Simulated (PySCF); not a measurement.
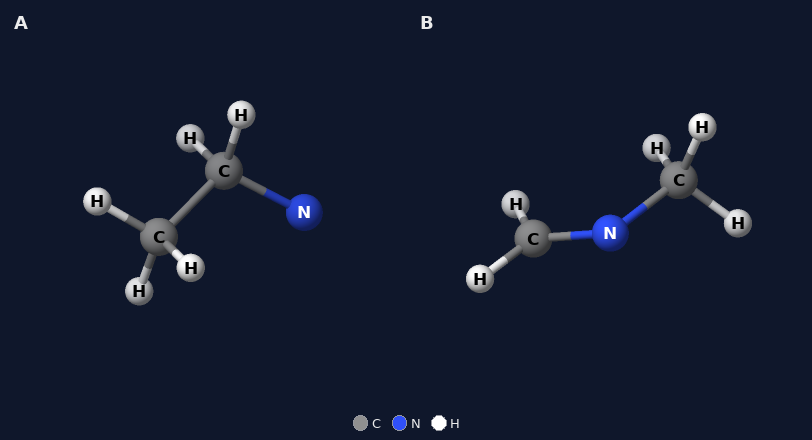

2 stationary structures of one formula. Charge 0. Spin states: A triplet, B singlet. Geometries: PBE0-D3(BJ)/def2-SVP. Electronic energies: PBE0-D3(BJ)/def2-SVP (PySCF 2.14.0), without zero-point energy. No frequency run is at hand to confirm each as a minimum.

### Which structure is the most stable?

B is lowest (Cs); A lies 46.1 kcal/mol above it (Cs). A is `CC[N]`, B is `C=NC`.
